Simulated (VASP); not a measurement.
# FeSi (Fersilicite): convergence with the SCF solver and precision settings, part 3 of 4

A convergence test on FeSi (Fersilicite): the SCF solver and precision settings. The series runs use PBE. The start is a cell from a database of measured crystal structures.

VASP 6.6.1; PBE, spin-polarised from a ferromagnetic start; plane waves and PAW (Fe, Si).

So far. Step 7 (SCF solver: AMIX = 0.1, BMIX = 0.01): Against the first of the series the energy stays within 0.01 meV an atom; the pressure moves by +0.02 GPa, after 21 cycles in 22 s. Step 8 (SCF solver: AMIX = 0.8): Against the first of the series the energy stays within 0.01 meV an atom and the pressure within 0.01 GPa, after 22 cycles in 20 s.

The database entry behind the starting cell differs from later determinations by our own check (about 0.5 % short), so it need not match the best structure at ambient conditions.

## 9. SCF solver: IMIX = 1, AMIX = 0.2

INCAR

```
SYSTEM = FeSi
PREC = Accurate
ENCUT = 400
EDIFF = 1E-06
NELM = 100
ISMEAR = -1
SIGMA = 0.05
LREAL = .FALSE.
ALGO = Normal
GGA = PE
NBANDS = 43
ISPIN = 2
MAGMOM = 3 3 3 3 0 0 0 0
LASPH = .TRUE.
LMAXMIX = 4
LORBIT = 11
LWAVE = .FALSE.
LCHARG = .FALSE.
KPAR = 8
ISIF = 2
IMIX = 1
AMIX = 0.2
```

POSCAR

```
FeSi
1.0
    4.4670000000      0.0000000000      0.0000000000
    0.0000000000      4.4670000000      0.0000000000
    0.0000000000      0.0000000000      4.4670000000
Fe Si
4 4
Direct
    0.1340000000      0.1340000000      0.1340000000
    0.3660000000      0.8660000000      0.6340000000
    0.6340000000      0.3660000000      0.8660000000
    0.8660000000      0.6340000000      0.3660000000
    0.8445000000      0.8445000000      0.8445000000
    0.6555000000      0.1555000000      0.3445000000
    0.3445000000      0.6555000000      0.1555000000
    0.1555000000      0.3445000000      0.6555000000
```

KPOINTS

```
Automatic mesh
0
Gamma
5 5 5
0 0 0
```

The projector-augmented-wave data sets are Fe and Si (PBE family, release 64).

Command:

```bash
$ mpirun -np 8 vasp_std
```

Log:

```text
[... set-up lines as in an earlier step ...]
 entering main loop
       N       E                     dE             d eps       ncg     rms          rms(c)
[... 5 cycles as in an earlier step ...]
DAV:   6    -0.588128965236E+02    0.55466E+01   -0.16575E+01  2523   0.549E+01    0.117E+01
DAV:   7    -0.588991359561E+02   -0.86239E-01   -0.14298E+00  2656   0.113E+01    0.881E+00
DAV:   8    -0.588204022168E+02    0.78734E-01   -0.76858E-02  2530   0.195E+00    0.647E+00
DAV:   9    -0.587618098402E+02    0.58592E-01   -0.22471E-02  2680   0.847E-01    0.492E+00
[...]
DAV:  56    -0.587473742686E+02   -0.18035E-05   -0.50665E-07   982   0.487E-03    0.133E-02
DAV:  57    -0.587473755269E+02   -0.12582E-05   -0.26193E-07   982   0.408E-03    0.111E-02
DAV:  58    -0.587473763993E+02   -0.87240E-06   -0.20112E-07   988   0.355E-03
   1 F= -.58747376E+02 E0= -.58726586E+02  d E =-.415813E-01  mag=     0.0058
```

Elapsed: 56 s, on 8 MPI ranks of Intel Xeon Platinum 8375C at 2.90GHz (Ice Lake), shared host; peak memory 1.5 GiB.

OUTCAR, selected parts (step 9):

```text
  Total       -1.4978011     -1.4978011     -1.4978011      0.0000000      0.0000000      0.0000000
  in kB      -26.9225917    -26.9225917    -26.9225917      0.0000000      0.0000000      0.0000000
  external PRESSURE =     -26.9225917 kB  Pullay stress =       0.0000000 kB

 POSITION                                       TOTAL-FORCE (eV/Angst)
 -----------------------------------------------------------------------------------
      0.59858      0.59858      0.59858         0.154496      0.154496      0.154496
      1.63492      3.86842      2.83208        -0.154496     -0.154496      0.154496
      2.83208      1.63492      3.86842         0.154496     -0.154496     -0.154496
      3.86842      2.83208      1.63492        -0.154496      0.154496     -0.154496
      3.77238      3.77238      3.77238        -0.298033     -0.298033     -0.298033
      2.92812      0.69462      1.53888         0.298033      0.298033     -0.298033
      1.53888      2.92812      0.69462        -0.298033      0.298033      0.298033
      0.69462      1.53888      2.92812         0.298033     -0.298033      0.298033
 -----------------------------------------------------------------------------------
    total drift:                                0.000000     -0.000000     -0.000000

  FREE ENERGIE OF THE ION-ELECTRON SYSTEM (eV)
  ---------------------------------------------------
  free  energy   TOTEN  =       -58.7473763993 eV

  energy  without entropy=      -58.7057950634  energy(sigma->0) =      -58.72658573

 magnetization (x)
# of ion       s       p       d       tot
------------------------------------------
    1       -0.000  -0.000   0.002   0.002
    2       -0.000  -0.000   0.002   0.002
    3       -0.000  -0.000   0.002   0.002
    4       -0.000  -0.000   0.002   0.002
    5       -0.000  -0.000   0.000  -0.000
    6       -0.000  -0.000   0.000  -0.000
    7       -0.000  -0.000   0.000  -0.000
    8       -0.000  -0.000   0.000  -0.000
--------------------------------------------------
tot         -0.000  -0.001   0.007   0.006

[... 2 parts as in an earlier step ...]

[... 1 further part left out ...]
[key lines of the parts left out:]
E-fermi :   9.6501
```

Against the first of the series the energy stays within 0.01 meV an atom and the pressure within 0.01 GPa, after 58 cycles in 56 s.

## 10. The SCF solver series as a table

This step: convergence of PBE results with the solver; plane waves and PAW (VASP 6.6.1).

Derived from the runs above.

Differences are taken from the run with ALGO = Normal. Results of the series, by row:

```tsv
setting	status	energy less the reference (meV/atom)	pressure (GPa)	largest force difference (meV/Å)	gap (eV)	moment (μB)	SCF cycles	wall time (s)
ALGO = Normal	converged	0	-2.694	0	0.1707	-8.00e-4	21	21
ALGO = Fast	converged	-0.00129	-2.703	0.103	0.1711	-0.0017	23	23
ALGO = VeryFast	converged	-0.001954	-2.713	0.101	0.1702	0.0012	26	23
ALGO = All	converged	-2.35e-4	-2.708	0.207	0.1711	-9.00e-4	31	36
ALGO = Damped	not_converged	-	-	-	-	0.0436	-	67
AMIX = 0.1, BMIX = 0.01	converged	-0.0027	-2.669	0.191	0.1712	-9.00e-4	21	22
AMIX = 0.8	converged	-3.90e-4	-2.698	0.041	0.1715	1.00e-4	22	20
IMIX = 1, AMIX = 0.2	converged	-3.25e-5	-2.692	0.066	0.1689	0.0058	58	56
```

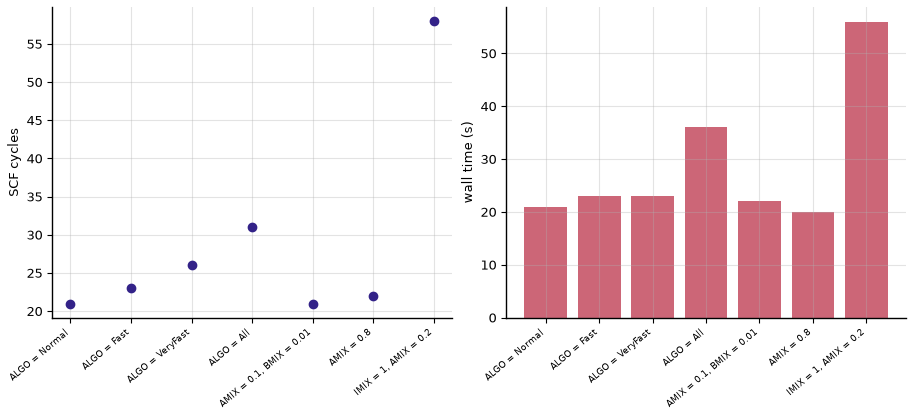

The SCF cycles and the wall time by setting.

## 11. Precision settings: PREC = Low

This step: PBE, spin-polarised from a ferromagnetic start; plane waves and PAW (Fe, Si) (VASP 6.6.1).

PREC sets the FFT grids, and LREAL, ADDGRID and LASPH trade speed for accuracy.

Edit INCAR of step 9 so:

```diff
@@ -1,3 +1,3 @@
 SYSTEM = FeSi
-PREC = Accurate
+PREC = Low
 ENCUT = 400
@@ -20,3 +20 @@
 ISIF = 2
-IMIX = 1
-AMIX = 0.2
```

POSCAR is that of step 9.

KPOINTS is that of step 9.

Command:

```bash
$ mpirun -np 8 vasp_std
```

Log:

```text
[... set-up lines as in an earlier step ...]
 entering main loop
       N       E                     dE             d eps       ncg     rms          rms(c)
DAV:   1     0.301628520065E+03    0.30163E+03   -0.15991E+04  1892   0.102E+03
DAV:   2    -0.398302421775E+02   -0.34146E+03   -0.31641E+03  1895   0.272E+02
DAV:   3    -0.635254084171E+02   -0.23695E+02   -0.22130E+02  2182   0.853E+01
DAV:   4    -0.643389325751E+02   -0.81352E+00   -0.80555E+00  2488   0.153E+01
DAV:   5    -0.643643325304E+02   -0.25400E-01   -0.25365E-01  2365   0.241E+00    0.340E+01
DAV:   6    -0.696731240167E+02   -0.53088E+01   -0.65105E+01  2430   0.110E+02    0.308E+01
DAV:   7    -0.588679322694E+02    0.10805E+02   -0.32692E+01  2255   0.803E+01    0.823E+00
DAV:   8    -0.587876078598E+02    0.80324E-01   -0.22258E+00  2405   0.795E+00    0.379E+00
DAV:   9    -0.587034113621E+02    0.84196E-01   -0.15519E-01  2704   0.440E+00    0.200E+00
DAV:  10    -0.587042686668E+02   -0.85730E-03   -0.24751E-02  2861   0.129E+00    0.151E+00
DAV:  11    -0.587217763631E+02   -0.17508E-01   -0.26466E-02  2829   0.207E+00    0.859E-01
DAV:  12    -0.587412155586E+02   -0.19439E-01   -0.24706E-02  2933   0.182E+00    0.892E-01
DAV:  13    -0.587444775930E+02   -0.32620E-02   -0.46190E-03  2768   0.477E-01    0.785E-01
DAV:  14    -0.587505151055E+02   -0.60375E-02   -0.50731E-03  2892   0.952E-01    0.595E-01
DAV:  15    -0.587520674290E+02   -0.15523E-02   -0.53981E-03  2912   0.849E-01    0.322E-01
DAV:  16    -0.587512517642E+02    0.81566E-03   -0.31766E-03  2868   0.790E-01    0.344E-01
DAV:  17    -0.587521935470E+02   -0.94178E-03   -0.18917E-03  2747   0.731E-01    0.958E-02
DAV:  18    -0.587522392859E+02   -0.45739E-04   -0.25163E-04  2080   0.105E-01    0.621E-02
DAV:  19    -0.587522485915E+02   -0.93056E-05   -0.11914E-05  2959   0.380E-02    0.256E-02
DAV:  20    -0.587522513691E+02   -0.27776E-05   -0.30635E-06  1808   0.158E-02    0.940E-03
DAV:  21    -0.587522520114E+02   -0.64234E-06   -0.11797E-06  1138   0.804E-03
   1 F= -.58752252E+02 E0= -.58731468E+02  d E =-.415672E-01  mag=    -0.0009
```

The job ended after 11 s (8 MPI ranks; peak memory 1.1 GiB; 63 s of CPU time).

From OUTCAR (step 11):

```text
   NELECT =      48.0000    total number of electrons

 E-fermi :   9.6501

 spin component 1
 k-point     1 :       0.0000    0.0000    0.0000
  band No.  band energies     occupation
    ...
     20       9.3091      0.99891
     21       9.3091      0.99891
     22       9.3091      0.99891
     23       9.5508      0.87948
     24       9.5508      0.87948
     25      10.1992      0.00002
     26      10.1992      0.00002
     27      10.1992      0.00002
     28      12.5136      0.00000
     29      12.5136      0.00000
    ...

 k-point     2 :       0.2000    0.0000    0.0000
  band No.  band energies     occupation
    ...
     20       8.9735      1.00000
     21       9.1525      0.99995
     22       9.4650      0.97593
     23       9.5398      0.90090
     24       9.5640      0.84838
     25       9.9021      0.00644
     26      10.0909      0.00015
     27      10.7424      0.00000
     28      11.9088      0.00000
     29      12.0246      0.00000
    ...

  Total       -1.4621799     -1.4621799     -1.4621799      0.0000000     -0.0000000     -0.0000000
  in kB      -26.2823105    -26.2823105    -26.2823105      0.0000000     -0.0000000     -0.0000000
  external PRESSURE =     -26.2823105 kB  Pullay stress =       0.0000000 kB

 POSITION                                       TOTAL-FORCE (eV/Angst)
 -----------------------------------------------------------------------------------
      0.59858      0.59858      0.59858         0.139589      0.139589      0.139589
      1.63492      3.86842      2.83208        -0.139589     -0.139589      0.139589
      2.83208      1.63492      3.86842         0.139589     -0.139589     -0.139589
      3.86842      2.83208      1.63492        -0.139589      0.139589     -0.139589
      3.77238      3.77238      3.77238        -0.298997     -0.298997     -0.298997
      2.92812      0.69462      1.53888         0.298997      0.298997     -0.298997
      1.53888      2.92812      0.69462        -0.298997      0.298997      0.298997
      0.69462      1.53888      2.92812         0.298997     -0.298997      0.298997
 -----------------------------------------------------------------------------------
    total drift:                                0.000291      0.000454     -0.000017

  FREE ENERGIE OF THE ION-ELECTRON SYSTEM (eV)
  ---------------------------------------------------
  free  energy   TOTEN  =       -58.7522520114 eV

  energy  without entropy=      -58.7106848571  energy(sigma->0) =      -58.73146843

[... 10 parts as in an earlier step ...]

[... 13 further parts left out ...]
```

Numbers from this step:

| Quantity | Value |
| --- | --- |
| SCF cycles | 21 |
| free energy (TOTEN) | -58.7523 eV |
| energy at zero smearing | -58.7315 eV |
| pressure | -2.628 GPa |
| moment of the cell, from the last line of the log | 0 μB |
| gap on the k-mesh | 0.1709 eV |

The series starts at -7.3414 eV an atom and -2.63 GPa, after 21 cycles in 11 s.

## 12. Precision settings: PREC = Medium

Edit INCAR of step 11 so:

```diff
@@ -1,3 +1,3 @@
 SYSTEM = FeSi
-PREC = Low
+PREC = Medium
 ENCUT = 400
```

POSCAR is that of step 11.

KPOINTS is that of step 11.

Command:

```bash
$ mpirun -np 8 vasp_std
```

Log:

```text
[... set-up lines as in an earlier step ...]
 entering main loop
       N       E                     dE             d eps       ncg     rms          rms(c)
DAV:   1     0.301635425617E+03    0.30164E+03   -0.15760E+04  1892   0.101E+03
DAV:   2    -0.398246369698E+02   -0.34146E+03   -0.31641E+03  1895   0.272E+02
DAV:   3    -0.635204237938E+02   -0.23696E+02   -0.22130E+02  2182   0.853E+01
DAV:   4    -0.643339457309E+02   -0.81352E+00   -0.80555E+00  2488   0.153E+01
[...]
DAV:  19    -0.587470116612E+02   -0.84448E-05   -0.11101E-05  2879   0.368E-02    0.232E-02
DAV:  20    -0.587470136773E+02   -0.20161E-05   -0.26011E-06  1522   0.123E-02    0.977E-03
DAV:  21    -0.587470143364E+02   -0.65907E-06   -0.63754E-07  1170   0.791E-03
   1 F= -.58747014E+02 E0= -.58726223E+02  d E =-.415819E-01  mag=    -0.0008
```

Wall time 11 s (8 MPI ranks); peak memory 1.2 GiB.

From OUTCAR (step 12):

```text
  Total       -1.4951888     -1.4951888     -1.4951888      0.0000000      0.0000000      0.0000000
  in kB      -26.8756374    -26.8756374    -26.8756374      0.0000000      0.0000000      0.0000000
  external PRESSURE =     -26.8756374 kB  Pullay stress =       0.0000000 kB

 POSITION                                       TOTAL-FORCE (eV/Angst)
 -----------------------------------------------------------------------------------
      0.59858      0.59858      0.59858         0.150129      0.150129      0.150129
      1.63492      3.86842      2.83208        -0.150129     -0.150129      0.150129
      2.83208      1.63492      3.86842         0.150129     -0.150129     -0.150129
      3.86842      2.83208      1.63492        -0.150129      0.150129     -0.150129
      3.77238      3.77238      3.77238        -0.297963     -0.297963     -0.297963
      2.92812      0.69462      1.53888         0.297963      0.297963     -0.297963
      1.53888      2.92812      0.69462        -0.297963      0.297963      0.297963
      0.69462      1.53888      2.92812         0.297963     -0.297963      0.297963
 -----------------------------------------------------------------------------------
    total drift:                                0.000030      0.000036      0.000001

  FREE ENERGIE OF THE ION-ELECTRON SYSTEM (eV)
  ---------------------------------------------------
  free  energy   TOTEN  =       -58.7470143364 eV

  energy  without entropy=      -58.7054324472  energy(sigma->0) =      -58.72622339

[... 3 parts as in an earlier step ...]

[... 1 further part left out ...]
[key lines of the parts left out:]
E-fermi :   9.6501
```

Against the first of the series the energy moves by +0.66 meV an atom and the pressure by -0.06 GPa, after 21 cycles in 11 s.

## 13. Precision settings: PREC = Normal

Edit INCAR of step 12 so:

```diff
@@ -1,3 +1,3 @@
 SYSTEM = FeSi
-PREC = Medium
+PREC = Normal
 ENCUT = 400
```

POSCAR is that of step 12.

KPOINTS is that of step 12.

Command:

```bash
$ mpirun -np 8 vasp_std
```

Log:

```text
[... set-up lines as in an earlier step ...]
 entering main loop
       N       E                     dE             d eps       ncg     rms          rms(c)
DAV:   1     0.301634608978E+03    0.30163E+03   -0.15760E+04  1892   0.101E+03
DAV:   2    -0.398249801218E+02   -0.34146E+03   -0.31641E+03  1895   0.272E+02
DAV:   3    -0.635207257909E+02   -0.23696E+02   -0.22130E+02  2182   0.853E+01
DAV:   4    -0.643342407801E+02   -0.81351E+00   -0.80554E+00  2488   0.153E+01
[...]
DAV:  19    -0.587475297695E+02   -0.82232E-05   -0.10861E-05  2879   0.363E-02    0.228E-02
DAV:  20    -0.587475316377E+02   -0.18682E-05   -0.24694E-06  1482   0.117E-02    0.996E-03
DAV:  21    -0.587475323210E+02   -0.68331E-06   -0.59043E-07  1130   0.809E-03
   1 F= -.58747532E+02 E0= -.58726740E+02  d E =-.415848E-01  mag=    -0.0008
```

Wall time 12 s (8 MPI ranks); peak memory 1.4 GiB.

From OUTCAR (step 13):

```text
  Total       -1.4964439     -1.4964439     -1.4964439      0.0000000     -0.0000000      0.0000000
  in kB      -26.8981967    -26.8981967    -26.8981967      0.0000000     -0.0000000      0.0000000
  external PRESSURE =     -26.8981967 kB  Pullay stress =       0.0000000 kB

 POSITION                                       TOTAL-FORCE (eV/Angst)
 -----------------------------------------------------------------------------------
      0.59858      0.59858      0.59858         0.155226      0.155226      0.155226
      1.63492      3.86842      2.83208        -0.155226     -0.155226      0.155226
      2.83208      1.63492      3.86842         0.155226     -0.155226     -0.155226
      3.86842      2.83208      1.63492        -0.155226      0.155226     -0.155226
      3.77238      3.77238      3.77238        -0.297918     -0.297918     -0.297918
      2.92812      0.69462      1.53888         0.297918      0.297918     -0.297918
      1.53888      2.92812      0.69462        -0.297918      0.297918      0.297918
      0.69462      1.53888      2.92812         0.297918     -0.297918      0.297918
 -----------------------------------------------------------------------------------
    total drift:                                0.000002      0.000001     -0.000000

  FREE ENERGIE OF THE ION-ELECTRON SYSTEM (eV)
  ---------------------------------------------------
  free  energy   TOTEN  =       -58.7475323210 eV

  energy  without entropy=      -58.7059475653  energy(sigma->0) =      -58.72673994

[... 3 parts as in an earlier step ...]

[... 1 further part left out ...]
[key lines of the parts left out:]
E-fermi :   9.6501
```

Against the first of the series the energy moves by +0.59 meV an atom and the pressure by -0.06 GPa, after 21 cycles in 12 s.

## 14. Precision settings: PREC = Single

Edit INCAR of step 13 so:

```diff
@@ -1,3 +1,3 @@
 SYSTEM = FeSi
-PREC = Normal
+PREC = Single
 ENCUT = 400
```

POSCAR is that of step 13.

KPOINTS is that of step 13.

Command:

```bash
$ mpirun -np 8 vasp_std
```

Log:

```text
[... set-up lines as in an earlier step ...]
 entering main loop
       N       E                     dE             d eps       ncg     rms          rms(c)
DAV:   1     0.301637373588E+03    0.30164E+03   -0.15991E+04  1892   0.102E+03
DAV:   2    -0.398229333665E+02   -0.34146E+03   -0.31641E+03  1895   0.272E+02
DAV:   3    -0.635189756284E+02   -0.23696E+02   -0.22130E+02  2182   0.853E+01
DAV:   4    -0.643325115664E+02   -0.81354E+00   -0.80556E+00  2488   0.153E+01
[...]
DAV:  19    -0.587450419672E+02   -0.93215E-05   -0.12292E-05  2951   0.386E-02    0.263E-02
DAV:  20    -0.587450451025E+02   -0.31353E-05   -0.38215E-06  2041   0.182E-02    0.875E-03
DAV:  21    -0.587450455641E+02   -0.46154E-06   -0.96674E-07  1226   0.758E-03
   1 F= -.58745046E+02 E0= -.58724248E+02  d E =-.415950E-01  mag=    -0.0010
```

It took 17 s on 8 MPI ranks; peak memory 1.2 GiB.

OUTCAR, selected parts (step 14):

```text
  Total       -1.4714752     -1.4714752     -1.4714752      0.0000000      0.0000000      0.0000000
  in kB      -26.4493912    -26.4493912    -26.4493912      0.0000000      0.0000000      0.0000000
  external PRESSURE =     -26.4493912 kB  Pullay stress =       0.0000000 kB

 POSITION                                       TOTAL-FORCE (eV/Angst)
 -----------------------------------------------------------------------------------
      0.59858      0.59858      0.59858         0.155368      0.155368      0.155368
      1.63492      3.86842      2.83208        -0.155368     -0.155368      0.155368
      2.83208      1.63492      3.86842         0.155368     -0.155368     -0.155368
      3.86842      2.83208      1.63492        -0.155368      0.155368     -0.155368
      3.77238      3.77238      3.77238        -0.298774     -0.298774     -0.298774
      2.92812      0.69462      1.53888         0.298774      0.298774     -0.298774
      1.53888      2.92812      0.69462        -0.298774      0.298774      0.298774
      0.69462      1.53888      2.92812         0.298774     -0.298774      0.298774
 -----------------------------------------------------------------------------------
    total drift:                                0.000006     -0.000045     -0.000003

  FREE ENERGIE OF THE ION-ELECTRON SYSTEM (eV)
  ---------------------------------------------------
  free  energy   TOTEN  =       -58.7450455641 eV

  energy  without entropy=      -58.7034505364  energy(sigma->0) =      -58.72424805

[... 3 parts as in an earlier step ...]

[... 1 further part left out ...]
[key lines of the parts left out:]
E-fermi :   9.6502
```

Against the first of the series the energy moves by +0.90 meV an atom and the pressure by -0.02 GPa, after 21 cycles in 17 s.

## 15. Precision settings: PREC = Accurate

Edit INCAR of step 14 so:

```diff
@@ -1,3 +1,3 @@
 SYSTEM = FeSi
-PREC = Single
+PREC = Accurate
 ENCUT = 400
```

POSCAR is that of step 14.

KPOINTS is that of step 14.

Command:

```bash
$ mpirun -np 8 vasp_std
```

Log:

```text
[... set-up lines as in an earlier step ...]
 entering main loop
       N       E                     dE             d eps       ncg     rms          rms(c)
[... 21 cycles as in an earlier step ...]
   1 F= -.58747378E+02 E0= -.58726585E+02  d E =-.415857E-01  mag=    -0.0008
```

Wall time 21 s (8 MPI ranks); peak memory 1.8 GiB.

OUTCAR, selected parts (step 15):

```text
[... 7 parts as in an earlier step ...]

[... 1 further part left out ...]
[key lines of the parts left out:]
E-fermi :   9.6501
```

Against the first of the series the energy moves by +0.61 meV an atom and the pressure by -0.07 GPa, after 21 cycles in 21 s.

(Continued in part 4 of 4.)

[Lines on the potential files, build, host, timing and source positions are cut from VASP's logs without a mark.]

[Logs are printed without paths, hosts, clocks, repeated set-up lines and the standing remarks that a program may print on its own settings, such as how far it seeks lower states.]

[Hosts, paths, dates, database ids (printed as entryN), source tags and the programs' standing remarks are cut or masked in the printed files.]

[A measured line is paired with the nearest computed mode of its activity, which favours agreement.]
